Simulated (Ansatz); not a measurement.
# CH7BrGe2: the cost of one run

All numbers are computed with the Python package of Ansatz 0.2.0. Level of theory: r2SCAN0/def2-SVPD.

### 1 The system

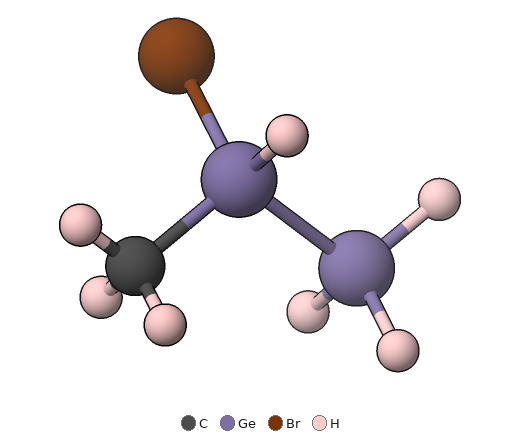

The structure that the script starts from, seen from a chosen angle (carbon dark grey, germanium purple, bromine brown, hydrogen pink).

No structure file is read: the coordinates are typed or built in the script.

### 2 Script

ch7brge2_tae.py

```python
"""Atomisation energy of CH7BrGe2 at the given geometry."""

from collections import Counter

import ansatz as az
from ase import Atoms


def energy_of(molecule, charge=0, unpaired=0):
    calc = (
        molecule.calculation()
        .basis(gaussian="def2-SVPD")
        .functional("r2scan0")
    )
    if charge:
        calc = calc.charge(charge)
    if unpaired:
        calc = calc.spin("collinear", total=unpaired)
    return calc.run(threads=1, pin="off").report["free_energy_ev"]

atoms = Atoms(["C", "Ge", "Ge", "Br", "H", "H", "H", "H", "H", "H", "H"], positions=[
    (-1.4989, -0.8344, 0.4446),
    (-0.4756, 0.7134, -0.1346),
    (1.8532, 0.1644, -0.1301),
    (-1.126, 1.3096, -2.2881),
    (-1.1863, -1.1204, 1.4698),
    (-1.3124, -1.6801, -0.2487),
    (-2.5797, -0.5846, 0.4424),
    (-0.7322, 1.8959, 0.8337),
    (2.2833, -0.2383, 1.3035),
    (2.1014, -1.0205, -1.098),
    (2.6732, 1.395, -0.5944),
])
molecule = az.Crystal.molecule_from_ase(atoms)

# Hund ground states
unpaired = {"C": 2, "Ge": 2, "Br": 1, "H": 1}
counts = Counter(site.symbol for site in molecule.cartesian_sites)
atom_energy = {s: energy_of(az.Crystal.molecule().atom(s, (0, 0, 0)), 0, unpaired[s]) for s in counts}
whole = energy_of(molecule, 0, 0)
for s, e in atom_energy.items():
    print(f"{s:2s} x{counts[s]}  {e:14.5f} eV")
print(f"CH7BrGe2: {whole:.5f} eV")
split = sum(counts[s] * e for s, e in atom_energy.items()) - whole
print(f"atomisation energy (no zero-point term): {96.485332 * split:.1f} kJ/mol, {split / sum(counts.values()):.3f} eV an atom")
```

### 3 The input behind the calls

The engine receives this input (first run):

```yaml
crystal:
  periodic: [false, false, false]
  atoms:
    - { symbol: C, position_ang: [0.0, 0.0, 0.0] }
basis:
  gaussian:
    orbitals: def2-SVPD
hamiltonian:
  xc: r2scan0
magnetization:
  spin_polarized: true
  initial_magnetization: 2.0
```

### 4 The run

The run is started by

```sh
python ch7brge2_tae.py
```

Q: Estimate wall time and peak memory on 1 thread of Intel Xeon Platinum 8375C at 2.90GHz (Ice Lake), shared host.

About 19 s, with a peak of 0.79 GiB.
